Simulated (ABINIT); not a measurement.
# Excitons of MoS2 (P6_3/mmc): kernels and approximations

Aim: follow the lowest exciton of MoS2 (P6_3/mmc) as the mesh is refined.

Calculated with ABINIT 10.8.3; PBE and many-body steps on it, plane waves.

The database entry behind the starting cell differs from later determinations by our own check (about 0.3 % long), so it need not match the best structure at ambient conditions.

## Step 1: Starting point

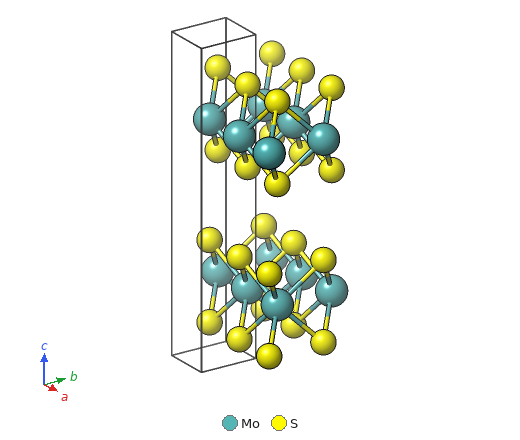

The starting structure, seen slightly off an axis (molybdenum teal, sulfur yellow). 3×2×1 cells are drawn.

The cell and positions come from the Crystallography Open Database and are kept as given unless a step says otherwise.

## Step 2: Empty states on the mesh, 6×6×1 mesh, 190 bands

This step: ABINIT 10.8.3; DFT, PBE, plane waves, norm-conserving pseudopotentials.

The sums over transitions need many empty states on a uniform mesh; this step solves for them.

The input, run.abi:

```
acell 3*1.0 Angstrom
rprim 
  3.169000000004 -0.000000000001 0.000000000000
  -1.584500000001 2.744434504597 0.000000000000
  0.000000000000 0.000000000000 12.324000000000
ntypat 2
znucl 42 16
natom 6
typat 1 1 2 2 2 2
xred 
  0.333333333333 0.666666666667 0.250000000000
  0.666666666667 0.333333333333 0.750000000000
  0.333333333333 0.666666666667 0.623000000000
  0.666666666667 0.333333333333 0.123000000000
  0.333333333333 0.666666666667 0.877000000000
  0.666666666667 0.333333333333 0.377000000000
pp_dirpath "pseudos"
pseudos "Mo.upf, S.upf"
ecut 36
ngkpt 6 6 1
nshiftk 1
shiftk 0 0 0
kptopt 1
chksymbreak 0
iscf -2
irdden 1
istwfk *1
nband 190
nbdbuf 16
tolwfr 1e-09
nstep 60
prtvol 0
indata_prefix "in"
outdata_prefix "out"
tmpdata_prefix "tmp"
```

Command:

```bash
$ OMP_NUM_THREADS=1 mpirun -n 7 abinit run.abi > log
```

Numbers of over 12 decimals in the logs are rounded to 6 here.

The log of the run:

```text
.Version 10.8.3 of ABINIT. v10.8.2 released Aug 2026.

 Symmetries : space group P6_3/m m c (#194); Bravais hP (primitive hexag.)
[... echo of the input left out ...]
== DATASET  1 ==================================================================
-   mpi_nproc: 7, omp_nthreads: 1 (-1 if OMP is not activated)

--- !DatasetInfo
iteration_state: {dtset: 1, }
dimensions: {natom: 6, nkpt: 7, mband: 190, nsppol: 1, nspinor: 1, nspden: 1, mpw: 7481, }
cutoff_energies: {ecut:  36.0, pawecutdg:  -1.0, }
[...]
2.49217    2.51679    2.51679    2.54766    2.55232    2.56540    2.56540    2.57091
   2.58190    2.59122    2.59122    2.60285    2.61248    2.61674    2.61674    2.64192
   2.64192    2.66147    2.67532    2.67551    2.68447    2.69993
 prteigrs : prtvol=0 or 1, do not print more k-points.

== END DATASET(S) ==============================================================
================================================================================

 -outvars: echo values of variables after computation  --------
            nband         190
             nkpt           7
          spgroup         194
 [... the other variables as echoed above ...]

 Calculation completed.
```

Elapsed: 88 s, on 7 MPI ranks of Intel Xeon at 2.80GHz (Skylake/Cascade Lake), shared host; peak memory 0.85 GiB.

This step gave:

* gap: 0.8887 eV
* k of the valence top: 0, 0, 0
* k of the conduction bottom: 0.1667, 0.1667, 0
* least direct gap: 1.654 eV
* k points computed: 7
* lowest point of the top converged band, above the valence top: 59.9309 eV

On this mesh the gap is 0.889 eV.

The density comes from a self-consistent run that is not shown.

## Step 3: Screening, 6×6×1 mesh, 174 bands, screening to 119.7 eV

The RPA dielectric matrix is built and inverted for each q.

This step: RPA screening on PBE, plane waves, norm-conserving pseudopotentials.

Changes to run.abi since step 2:

```diff
@@ -24,10 +24,11 @@
 chksymbreak 0
-iscf -2
-irdden 1
 istwfk *1
-nband 190
-nbdbuf 16
-tolwfr 1e-09
-nstep 60
-prtvol 0
+occopt 1
+irdwfk 1
+optdriver 3
+nband 174
+ecuteps 4.4
+inclvkb 2
+awtr 1
+symchi 1
 indata_prefix "in"
```

Command:

```bash
$ OMP_NUM_THREADS=1 mpirun -n 8 abinit run.abi > log
```

The log of the run:

```text
.Version 10.8.3 of ABINIT. v10.8.2 released Aug 2026.

 Symmetries : space group P6_3/m m c (#194); Bravais hP (primitive hexag.)
[... echo of the input left out ...]
== DATASET  1 ==================================================================
-   mpi_nproc: 8, omp_nthreads: 1 (-1 if OMP is not activated)

--- !DatasetInfo
iteration_state: {dtset: 1, }
dimensions: {natom: 6, nkpt: 7, mband: 174, nsppol: 1, nspinor: 1, nspden: 1, mpw: 7481, }
cutoff_energies: {ecut:  36.0, pawecutdg:  -1.0, }
[...]
--------------------------------------------------------------------------------
[... chi0 elements left out ...]
 For q-point:  0.000010 0.000020 0.000030
  dielectric constant =  14.5368
  dielectric constant without local fields =  16.2954

  Average fulfillment of the sum rule on Im[epsilon] for q-point    1 :     79.06  [%]
[... wings left out ...]
  q-point number  2        q = ( 0.166667, 0.000000, 0.000000) [r.l.u.]
--------------------------------------------------------------------------------
[... chi0 elements left out ...]
  Average fulfillment of the sum rule on Im[epsilon] for q-point    2 :     81.36  [%]

 [... 5 further q-points ...]
```

Elapsed: 93 s, on 8 MPI ranks; peak memory 2.7 GiB; 12 min of CPU time.

This step gave:

```yaml
eps_infinity_with_local_fields_on_this_mesh_along_the_program_s_q_direction: 14.54
the_same_without_local_fields: 16.30
plasma_frequency: 25.86 eV
plane_waves_in_the_screening_matrix: 315
```

Local fields lower ε∞ by 11 %. On a Γ-centred mesh this coarse the value itself is usually too large, while a short band sum pulls it down.

## Step 4: Self-energy, 6×6×1 mesh, 174 bands, screening to 119.7 eV

The self-energy is evaluated for the states that the input lists, and the levels follow from it, in one-shot runs by the linearised quasiparticle equation.

This step: G0W0 on PBE, plane waves, norm-conserving pseudopotentials.

Changes to run.abi since step 3:

```diff
@@ -27,8 +27,19 @@
 irdwfk 1
-optdriver 3
+optdriver 4
 nband 174
+gwcalctyp 0
+ecutsigx 36
+symsigma 1
+nkptgw 3
+kptgw 
+  0.0000000000 0.0000000000 0.0000000000
+  0.1666666667 0.1666666667 0.0000000000
+  0.3333333333 0.3333333333 0.0000000000
+bdgw 
+  25 28
+  25 28
+  25 28
 ecuteps 4.4
-inclvkb 2
-awtr 1
-symchi 1
+irdscr 1
+ppmodel 1
 indata_prefix "in"
```

The log of the run:

```text
.Version 10.8.3 of ABINIT. v10.8.2 released Aug 2026.

 Symmetries : space group P6_3/m m c (#194); Bravais hP (primitive hexag.)
[... echo of the input left out ...]
== DATASET  1 ==================================================================
-   mpi_nproc: 8, omp_nthreads: 1 (-1 if OMP is not activated)

--- !DatasetInfo
iteration_state: {dtset: 1, }
dimensions: {natom: 6, nkpt: 7, mband: 174, nsppol: 1, nspinor: 1, nspden: 1, mpw: 7481, }
cutoff_energies: {ecut:  36.0, pawecutdg:  -1.0, }
[...]
Band     E0 <VxcDFT>   SigX SigC(E0)      Z dSigC/dE  Sig(E)    E-E0       E
[...]
27   9.486 -17.609 -13.378  -3.271   0.775  -0.291 -16.865   0.744  10.230
       28   9.486 -17.609 -13.378  -3.271   0.775  -0.291 -16.865   0.744  10.230

== END DATASET(S) ==============================================================
================================================================================

 -outvars: echo values of variables after computation  --------
           etotal      0.0000000000E+00
            nband         174
             nkpt           7
          spgroup         194
 [... the other variables as echoed above ...]

 Calculation completed.
```

The job ended after 22 s (8 MPI ranks; peak memory 2.1 GiB).

This step gave:

| Item | Value |
| --- | --- |
| G0W0 gap on the points computed | 1.189 eV |
| starting gap on the mesh | 0.8887 eV |
| k of the valence top | 0, 0, 0 |
| k of the conduction bottom | 0.1667, 0.1667, 0 |
| least direct G0W0 gap on the computed points | 2.151 eV |

The gap on the mesh goes from 0.89 eV to 1.19 eV, a correction of +0.30 eV.

The gap opens by 0.300 eV; the next steps shift the empty bands rigidly by 0.300 eV. The least direct G0W0 gap is 2.151 eV, so this shift leaves the direct transitions −0.20 eV off.

## Step 5: Excitons

Light makes an electron and a hole together. The Bethe-Salpeter equation adds their screened attraction and their exchange, in a window of bands around the gap.

This step: Bethe-Salpeter equation on PBE with a scissors shift, plane waves, norm-conserving pseudopotentials.

Changes to run.abi since step 4:

```diff
@@ -27,19 +27,17 @@
 irdwfk 1
-optdriver 4
-nband 174
-gwcalctyp 0
-ecutsigx 36
-symsigma 1
-nkptgw 3
-kptgw 
-  0.0000000000 0.0000000000 0.0000000000
-  0.1666666667 0.1666666667 0.0000000000
-  0.3333333333 0.3333333333 0.0000000000
-bdgw 
-  25 28
-  25 28
-  25 28
-ecuteps 4.4
+optdriver 99
+bs_calctype 1
+mbpt_sciss 0.300 eV
+bs_loband 19
+nband 34
+bs_exchange_term 1
+bs_coulomb_term 11
+bs_coupling 0
+bs_algorithm 1
+bs_freq_mesh 0 8 0.05 eV
+zcut 0.15 eV
+ecuteps 4
+ecutwfn 18
+inclvkb 2
 irdscr 1
-ppmodel 1
 indata_prefix "in"
```

The log of the run:

```text
.Version 10.8.3 of ABINIT. v10.8.2 released Aug 2026.

 Symmetries : space group P6_3/m m c (#194); Bravais hP (primitive hexag.)
[... echo of the input left out ...]
== DATASET  1 ==================================================================
-   mpi_nproc: 8, omp_nthreads: 1 (-1 if OMP is not activated)

--- !DatasetInfo
iteration_state: {dtset: 1, }
dimensions: {natom: 6, nkpt: 7, mband: 34, nsppol: 1, nspinor: 1, nspden: 1, mpw: 2644, }
cutoff_energies: {ecut:  18.0, pawecutdg:  -1.0, }
electrons: {nelect:   5.20000000E+01, charge:   0.00000000E+00, occopt:   1.00000000E+00, tsmear:   1.00000000E-02, }

 Exciton: Calculation of dielectric properties by solving the Bethe-Salpeter equation
 in frequency domain and reciprocal space on a transitions basis set.
 Based on a program developed by L. Reining, V. Olevano, F. Sottile,
 S. Albrecht, and G. Onida. Incorporated in ABINIT by M. Giantomassi.

.Using double precision arithmetic ; gwpc =  8

[... cell and pseudopotentials left out ...]
--------------------------------------------------------------------------------

 ==== K-mesh for the wavefunctions ====
 Number of points in the irreducible wedge :     7
[... list of points left out ...]
 Together with 24 symmetry operations and time-reversal symmetry
 yields    36 points in the full Brillouin Zone.

 ==== Q-mesh for the screening function ====
 Number of points in the irreducible wedge :     7
[... list of points left out ...]
 Together with 24 symmetry operations and time-reversal symmetry
 yields    36 points in the full Brillouin Zone.

 vcoul_init : cutoff-mode = AUXILIARY_FUNCTION
 q-points for optical limit:   1
     1)      0.000010    0.000020    0.000030
 setmesh: FFT mesh size selected  =    15x   15x   72
          total number of points  =        16200

 ==== Fundamental parameters for the solution of the Bethe-Salpeter equation: ====
 Algorithm: Direct diagonalization.
 Dimension of the v, W matrices,  npweps  = 291
 Cutoff for the wavefunctions,    npwwfn  = 2625
 Number of k-points in the IBZ,   nkibz   = 7
 Highest empty band included,     nband   = 34
 === Spin UP ===
 Number of resonant transitions          2304
 Lowest occupied state                   19
 Highest occupied state                  26
 Lowest unoccupied state                 27
 Highest unoccupied state                34
 Minimum frequency [eV]           Emin    =   0.00
 Maximum frequency [eV]           Emax    =   8.00
 Frequency step [eV]              dE      =   0.05
 Lorentzian broadening [eV]       eta     =   0.15
 RPA L0 with KS energies and KS wavefunctions
 Scissors operator energy [eV] =          0.30
 Local fields effects (v term) included
 Excitonic effects (W term) included
 Full W_GG' included
 W is read from an external SCR file
 Resonant-only calculation (Hermitian case)

 Calculating epsilon_Macro(q-->0,w), along the following directions:
 q = (  0.825414  0.000000  0.000000) [r.l.u.]
 q = (  0.000000  0.825414  0.000000) [r.l.u.]
 q = (  0.000000  0.000000  3.706557) [r.l.u.]
 q = (  0.953106 -0.476553  0.000000) [r.l.u.]
 q = ( -0.000000  0.825414  0.000000) [r.l.u.]
 q = (  0.000000  0.000000  3.706557) [r.l.u.]
 Number of electrons calculated from density =   51.9856; Expected =   52.0000
 average of density, n =  0.071872
 r_s =    1.4921
 omega_plasma =   25.8604 [eV]

. Writing resonant excitonic Hamiltonian on file out_BSR; file size=   0.04 [Gb].
 Direct diagonalization of the resonant excitonic Hamiltonian, Matrix size= 2304
. Using LAPACK sequential version.
 Excitonic eigenvalues in eV up to n=   32
   1.76586   1.76587   1.76668   1.76671   1.96745   1.96745   1.96777   1.96780
   2.22118   2.22120   2.24922   2.24924   2.37441   2.37462   2.38751   2.38754
   2.39414   2.39429   2.40798   2.45914   2.45986   2.46616   2.46701   2.46850
   2.47358   2.47766   2.49156   2.49416   2.49470   2.49933   2.50140   2.51491

 First excitonic eigenvalue=    1.77 [eV]
 Last  excitonic eigenvalue=   18.74 [eV]

 GW  direct gap       1.95  0.00 [eV]
 EXC direct gap       1.77  0.00 [eV]
 EXC binding energy   0.19  0.00 [eV]

 Excitonic eigenvalues up to the GW energy gap [eV]
  1 (  1.77  0.00)
  2 (  1.77  0.00)
  3 (  1.77  0.00)
  4 (  1.77  0.00)

 Macroscopic dielectric function:
 omega [eV] <KS_RPA_nlf>  <GW_RPA_nlf>  <BSE>
   0.0000  11.8815   0.0000  10.9261   0.0000  11.4429   0.0000
   0.0500  11.8848   0.0199  10.9285   0.0141  11.4460   0.0187
   0.1000  11.8946   0.0399  10.9354   0.0282  11.4552   0.0374
   0.1500  11.9109   0.0602  10.9470   0.0424  11.4706   0.0564
   0.2000  11.9340   0.0808  10.9633   0.0568  11.4922   0.0756
   0.2500  11.9639   0.1019  10.9844   0.0715  11.5202   0.0953
   0.3000  12.0007   0.1236  11.0104   0.0865  11.5547   0.1155
   0.3500  12.0448   0.1461  11.0414   0.1018  11.5959   0.1364
   0.4000  12.0963   0.1695  11.0774   0.1176  11.6441   0.1580
   0.4500  12.1556   0.1941  11.1187   0.1340  11.6994   0.1807

 Writing KS-RPA macroscopic dielectric function without local fields to file: out_RPA_NLF_MDF
 Writing GW-RPA macroscopic dielectric function without local fields to file: out_GW_NLF_MDF
 Writing EXC Macroscopic dielectric function to file: out_EXC_MDF

== END DATASET(S) ==============================================================
================================================================================

 -outvars: echo values of variables after computation  --------
           etotal      0.0000000000E+00
            nband          34
             nkpt           7
          spgroup         194
 [... the other variables as echoed above ...]

 Calculation completed.
```

Run time: 2.3 min. Hardware: 8 MPI ranks; peak memory 1.1 GiB; 18 min of CPU time.

Numbers from this step:

| Property | Result |
| --- | --- |
| direct gap of the transition levels | 1.954 eV |
| transitions in the window | 2304 |
| first strong exciton (over a fiftieth of the strongest listed) | 1.766 eV |
| lowest state | 1.766 eV |
| binding of the lowest state below the direct gap | 0.1883 eV |
| Coulomb term of one mesh cell | 0.1794 eV |

The binding is 1.0 times the screened Coulomb term of one mesh cell (0.18 eV), so it is not shown settled.

The lowest state lies at 1.766 eV, 0.188 eV under the direct gap.

Lines within 3 meV are set at the lowest of them, and the highest group, which the list may cut short, is left out; lines within 3 meV are set at the lowest of them, and the highest group, which the list may cut short, is left out. Lines of the exciton spectrum (strongest = 100):

```tsv
position (eV)	lines merged	oscillator strength, relative
1.766	4	100
1.967	4	20
2.221	2	0.0
2.249	2	0.0
```

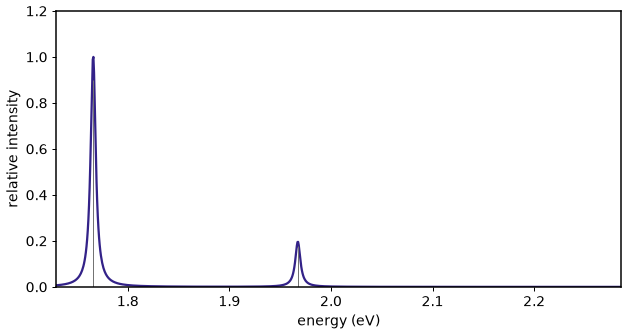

The exciton spectrum, broadened with Lorentzians of width 0.0060 eV; bars mark the lines.

The ε₂ has structure finer than the step of the table below, so its rows give means over 0.5 eV, whole bins alone (the curve runs from 0 to 7.95 eV). Peaks (eV: height): BSE 1.80: 8.11, 2.70: 18.8, 3.40: 17.9, 4.30: 12.3; no electron-hole interaction 2.05: 7.35, 3.65: 18.3, 4.55: 14.3, 5.55: 14.9; Kohn-Sham, no shift 1.75: 7.32, 3.35: 18.3, 4.25: 14.3, 5.25: 14.9.

Mean over the three Cartesian directions of q; broadening 0.15 eV; transition window only. Limits: finite bands, cutoff and mesh; no spin-orbit coupling; coarse k mesh; exciton not shown settled in the k mesh. ε₂ against photon energy; means over each step:

```tsv
photon energy (eV)	BSE	no electron-hole interaction	Kohn-Sham, no shift
0.5	0.211	0.154	0.227
1.0	0.611	0.402	0.697
1.5	3.22	1.27	4.06
2.0	6.14	5.93	6.11
2.5	15.1	8.44	13.8
3.0	17.0	14.7	15.5
3.5	16.0	16.9	15.2
4.0	9.33	12.1	11.1
4.5	8.85	12.1	11.4
5.0	7.46	11.4	12.9
5.5	6.52	13.1	10.7
6.0	3.86	8.11	5.95
6.5	2.32	4.99	3.62
7.0	1.77	2.93	1.96
7.5	1.27	1.60	1.41
```

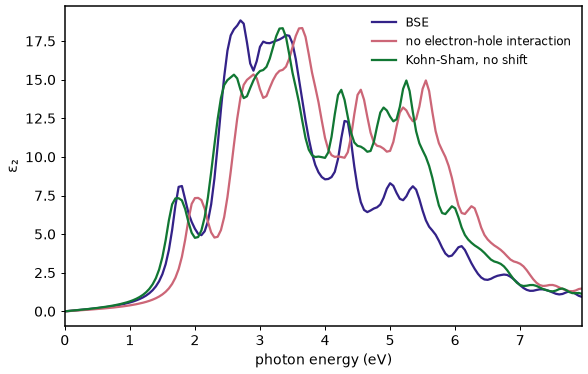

ε₂, plotted against photon energy.

## Step 6: Triplet (no exchange term)

Changes to run.abi since step 5:

```diff
@@ -32,3 +32,3 @@
 nband 34
-bs_exchange_term 1
+bs_exchange_term 0
 bs_coulomb_term 11
@@ -36,3 +36,3 @@
 bs_algorithm 1
-bs_freq_mesh 0 8 0.05 eV
+bs_freq_mesh 0 6 0.05 eV
 zcut 0.15 eV
```

The log of the run:

```text
.Version 10.8.3 of ABINIT. v10.8.2 released Aug 2026.

 Symmetries : space group P6_3/m m c (#194); Bravais hP (primitive hexag.)
[... echo of the input left out ...]
== DATASET  1 ==================================================================
-   mpi_nproc: 8, omp_nthreads: 1 (-1 if OMP is not activated)

--- !DatasetInfo
iteration_state: {dtset: 1, }
dimensions: {natom: 6, nkpt: 7, mband: 34, nsppol: 1, nspinor: 1, nspden: 1, mpw: 2644, }
cutoff_energies: {ecut:  18.0, pawecutdg:  -1.0, }
electrons: {nelect:   5.20000000E+01, charge:   0.00000000E+00, occopt:   1.00000000E+00, tsmear:   1.00000000E-02, }

 Exciton: Calculation of dielectric properties by solving the Bethe-Salpeter equation
 in frequency domain and reciprocal space on a transitions basis set.
 Based on a program developed by L. Reining, V. Olevano, F. Sottile,
 S. Albrecht, and G. Onida. Incorporated in ABINIT by M. Giantomassi.

.Using double precision arithmetic ; gwpc =  8

[... cell and pseudopotentials left out ...]
--------------------------------------------------------------------------------

 ==== K-mesh for the wavefunctions ====
 Number of points in the irreducible wedge :     7
[... list of points left out ...]
 Together with 24 symmetry operations and time-reversal symmetry
 yields    36 points in the full Brillouin Zone.

 ==== Q-mesh for the screening function ====
 Number of points in the irreducible wedge :     7
[... list of points left out ...]
 Together with 24 symmetry operations and time-reversal symmetry
 yields    36 points in the full Brillouin Zone.

 vcoul_init : cutoff-mode = AUXILIARY_FUNCTION
 q-points for optical limit:   1
     1)      0.000010    0.000020    0.000030
 setmesh: FFT mesh size selected  =    15x   15x   72
[...]
Number of electrons calculated from density =   51.9856; Expected =   52.0000
 average of density, n =  0.071872
 r_s =    1.4921
 omega_plasma =   25.8604 [eV]

. Writing resonant excitonic Hamiltonian on file out_BSR; file size=   0.04 [Gb].
 Direct diagonalization of the resonant excitonic Hamiltonian, Matrix size= 2304
. Using LAPACK sequential version.
 Excitonic eigenvalues in eV up to n=   32
   1.73517   1.73517   1.73932   1.73948   1.96036   1.96037   1.96138   1.96150
   2.21203   2.21209   2.23958   2.23965   2.32722   2.32769   2.34782   2.35795
   2.35802   2.38633   2.38662   2.40385   2.43645   2.43825   2.43935   2.44519
   2.44938   2.46434   2.46540   2.46840   2.47211   2.48273   2.48533   2.49464

 First excitonic eigenvalue=    1.74 [eV]
 Last  excitonic eigenvalue=    8.60 [eV]

 GW  direct gap       1.95  0.00 [eV]
 EXC direct gap       1.74  0.00 [eV]
 EXC binding energy   0.22  0.00 [eV]

 Excitonic eigenvalues up to the GW energy gap [eV]
  1 (  1.74  0.00)
  2 (  1.74  0.00)
  3 (  1.74  0.00)
  4 (  1.74  0.00)

 Macroscopic dielectric function:
 omega [eV] <KS_RPA_nlf>  <GW_RPA_nlf>  <BSE>
   0.0000  11.8815   0.0000  10.9261   0.0000  12.6853   0.0000
   0.0500  11.8848   0.0199  10.9285   0.0141  12.6892   0.0238
   0.1000  11.8946   0.0399  10.9354   0.0282  12.7008   0.0476
[...]
0.4000  12.0963   0.1695  11.0774   0.1176  12.9417   0.2026
   0.4500  12.1556   0.1941  11.1187   0.1340  13.0125   0.2320

 Writing KS-RPA macroscopic dielectric function without local fields to file: out_RPA_NLF_MDF
 Writing GW-RPA macroscopic dielectric function without local fields to file: out_GW_NLF_MDF
 Writing EXC Macroscopic dielectric function to file: out_EXC_MDF

== END DATASET(S) ==============================================================
================================================================================

 -outvars: echo values of variables after computation  --------
           etotal      0.0000000000E+00
            nband          34
             nkpt           7
          spgroup         194
 [... the other variables as echoed above ...]

 Calculation completed.
```

The job ended after 2.3 min (8 MPI ranks; peak memory 1.1 GiB; 18 min of CPU time).

The lowest triplet lies at 1.735 eV; without spin-orbit coupling triplets are dark, so no spectrum is read.

(Part 1 of 3 ends here.)

[Paths, hosts, dates, memory and timing lines, banners, echoed tables and standing remarks are left out of the program output.]

[Logs are printed without paths, hosts, clocks, repeated set-up lines and the standing remarks that a program may print on its own settings, such as how far it seeks lower states.]

[Runs of the session that timed out or met a known fault of the program may be left out.]

[Hosts, paths, dates, database ids (printed as entryN), source tags and the programs' standing remarks are cut or masked in the printed files.]

[G0W0 gaps are taken among the corrected bands and points alone; a level outside them can change the order at an edge.]

[Where Ansatz stands beside ABINIT at settings called matched, ABINIT's density can come from a denser mesh and the files from another edition; pairs whose starting gaps differed by over 0.03 eV were left out, so agreement reads better than it is.]
